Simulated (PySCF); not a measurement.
**BSiPH₆O: one change and its effect**

System: BSiPH₆O, SMILES BP[SiH2]O.
Method of run 1: GIAO PBE0/6-31G NMR shielding, non-relativistic, gas phase (PySCF 2.14.0).

The geometry comes from this level: PBE0-D3(BJ)/def2-SVP. Text and figures count atoms from 1; the logs count them from 0 in places.

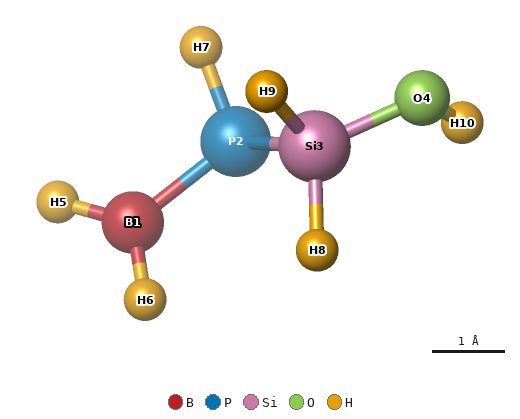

**Figure 1.** The input geometry (ball-and-stick view, seen at a tilt; atoms are numbered from 1 in the order of the input).

## Input, run 1
```
{"job": {"kind": "nmr", "xc": "PBE0", "basis": "6-31G", "pop": true}, "charge": 0, "multiplicity": 1}
B      2.007829    -0.187431    -0.676229
P      0.594611    -0.916951     0.261397
Si    -1.100741     0.547084     0.164168
O     -2.534812    -0.148152     0.640821
H      3.139023    -0.340570    -0.287511
H      1.780614     0.330663    -1.742550
H      0.972455    -1.024536     1.624476
H     -1.102727     0.978279    -1.266497
H     -0.916849     1.707419     1.074104
H     -2.786203    -0.959678     0.189020
```

The first line tells a small driver script what to run in PySCF; the rest is the geometry in Å.

Command:
```bash
OMP_NUM_THREADS=1 python <driver script> task.json out
```

Hardware: 1 CPU thread, shared host.

## Output (run 1)
```
coarse grid: 9144 points
cycle   1  E = -733.9810437267  dE =  2.408e-01  |g| = 6.789e-01  |ddm| = 2.789e+00
cycle   2  E = -733.8022757994  dE =  1.788e-01  |g| = 1.167e+00  |ddm| = 2.183e+00
cycle   3  E = -734.0774980275  dE = -2.752e-01  |g| = 7.256e-02  |ddm| = 1.588e+00
cycle   4  E = -734.0791148977  dE = -1.617e-03  |g| = 3.006e-02  |ddm| = 1.862e-01
cycle   5  E = -734.0794805453  dE = -3.656e-04  |g| = 3.749e-03  |ddm| = 5.332e-02
cycle   6  E = -734.0794845010  dE = -3.956e-06  |g| = 1.803e-03  |ddm| = 7.425e-03
final grid: 78504 points
cycle   7  E = -734.0316992568  dE = -4.471e-06  |g| = 6.733e-03  |ddm| = 2.132e-02
cycle   8  E = -734.0316880280  dE =  1.123e-05  |g| = 9.013e-03  |ddm| = 2.133e-02
cycle   9  E = -734.0317147581  dE = -2.673e-05  |g| = 6.670e-04  |ddm| = 1.293e-02
cycle  10  E = -734.0317148552  dE = -9.704e-08  |g| = 1.330e-04  |ddm| = 8.411e-04
cycle  11  E = -734.0317148610  dE = -5.831e-09  |g| = 3.031e-05  |ddm| = 2.575e-04
cycle  12  E = -734.0317148613  dE = -3.596e-10  |g| = 7.894e-06  |ddm| = 6.343e-05
converged SCF energy = -734.0317148613

GIAO shielding tensors (ppm)
atom      isotropic    diamagn.    paramagn.     s11        s22        s33       span
  0 B       41.502     198.518    -157.016    -48.247     19.542    153.212    201.458
  1 P      494.274     971.210    -476.935    312.673    569.245    600.906    288.233
  2 Si     428.527     879.377    -450.851    367.533    414.529    503.518    135.985
  3 O      318.450     393.022     -74.572    263.818    320.004    371.528    107.710
  4 H       23.917      29.334      -5.417     16.445     27.379     27.928     11.483
  5 H       23.996      30.328      -6.332     15.757     27.460     28.772     13.015
  6 H       28.845      31.841      -2.996     24.686     26.760     35.090     10.404
  7 H       26.815      29.632      -2.816     22.310     25.477     32.659     10.349
  8 H       26.976      29.059      -2.084     22.566     25.677     32.683     10.117
  9 H       32.757      29.401       3.357     24.928     28.770     44.574     19.646
```

For run 2 the input was changed thus:
```diff
-"basis": "6-31G"
+"basis": "STO-3G"
```

Predict how the results change.

The total energy of run 2 is 5298.8 kcal/mol higher, which measures the change of basis and not a stability. The HOMO goes from −7.44 to −4.18 eV. The LUMO goes from −1.50 to 2.22 eV. The dipole moment goes from 0.47 to 1.38 D. Of all shieldings, the largest change is that of P2, by +155.0 ppm. The number of SCF iterations is the same. The basis functions go from 56 to 34.

## Output (run 2)
```
coarse grid: 9144 points
cycle   1  E = -725.5179343781  dE = -1.149e-01  |g| = 5.261e-01  |ddm| = 3.579e+00
cycle   2  E = -725.4134463091  dE =  1.045e-01  |g| = 8.215e-01  |ddm| = 1.940e+00
cycle   3  E = -725.6207343693  dE = -2.073e-01  |g| = 5.452e-02  |ddm| = 1.271e+00
cycle   4  E = -725.6219531769  dE = -1.219e-03  |g| = 2.171e-02  |ddm| = 1.562e-01
cycle   5  E = -725.6221574899  dE = -2.043e-04  |g| = 1.689e-03  |ddm| = 4.325e-02
cycle   6  E = -725.6221586240  dE = -1.134e-06  |g| = 9.286e-04  |ddm| = 5.020e-03
final grid: 78504 points
cycle   7  E = -725.5875550196  dE =  1.009e-06  |g| = 5.754e-03  |ddm| = 1.854e-02
cycle   8  E = -725.5875450689  dE =  9.951e-06  |g| = 7.480e-03  |ddm| = 2.332e-02
cycle   9  E = -725.5875690253  dE = -2.396e-05  |g| = 2.061e-04  |ddm| = 1.343e-02
cycle  10  E = -725.5875690420  dE = -1.673e-08  |g| = 5.644e-05  |ddm| = 4.482e-04
cycle  11  E = -725.5875690431  dE = -1.064e-09  |g| = 8.376e-06  |ddm| = 9.123e-05
cycle  12  E = -725.5875690431  dE = -3.126e-11  |g| = 2.332e-06  |ddm| = 1.794e-05
converged SCF energy = -725.5875690431

GIAO shielding tensors (ppm)
atom      isotropic    diamagn.    paramagn.     s11        s22        s33       span
  0 B       39.441     199.635    -160.194    -74.994     31.324    161.994    236.987
  1 P      649.227     959.494    -310.268    492.523    709.563    745.594    253.071
  2 Si     534.170     869.165    -334.995    452.721    528.838    620.949    168.228
  3 O      405.938     374.273      31.665    281.800    425.399    510.615    228.815
  4 H       25.302      30.623      -5.321     17.464     28.477     29.967     12.503
  5 H       25.275      32.430      -7.155     16.590     28.228     31.005     14.415
  6 H       30.835      32.089      -1.254     25.997     28.841     37.668     11.671
  7 H       29.501      32.520      -3.019     25.005     27.631     35.867     10.862
  8 H       29.793      31.662      -1.869     25.703     27.462     36.214     10.510
  9 H       35.774      29.821       5.952     28.063     32.837     46.421     18.358
```

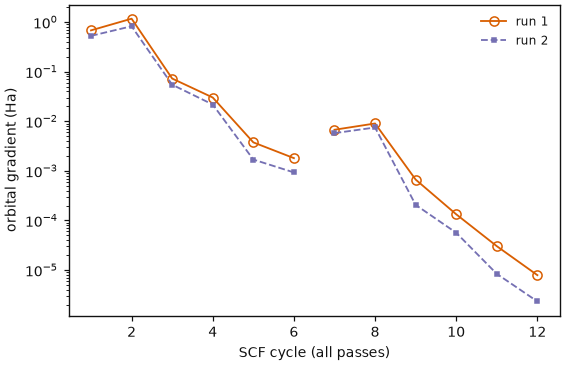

**Figure 2.** Convergence of the two runs: orbital gradient against the SCF cycle. A break in a curve parts two SCF passes (coarse and final grid). Run 1 takes 12 cycles in all, and run 2 takes 12.

## The two runs side by side

```tsv
quantity	run 1	run 2
outcome	converged	converged
total energy (hartree)	−734.031715	−725.587569
HOMO (eV)	−7.44	−4.18
LUMO (eV)	−1.50	2.22
dipole moment (D)	0.47	1.38
shielding of B1 (ppm)	41.5	39.4
shielding of P2 (ppm)	494.3	649.2
shielding of Si3 (ppm)	428.5	534.2
shielding of O4 (ppm)	318.4	405.9
shielding of H8 (ppm)	26.8	29.5
shielding of H9 (ppm)	27.0	29.8
shielding of H10 (ppm)	32.8	35.8
SCF iterations	12	12
basis functions	56	34
wall time (shared host)	6.2 s	3.4 s
```
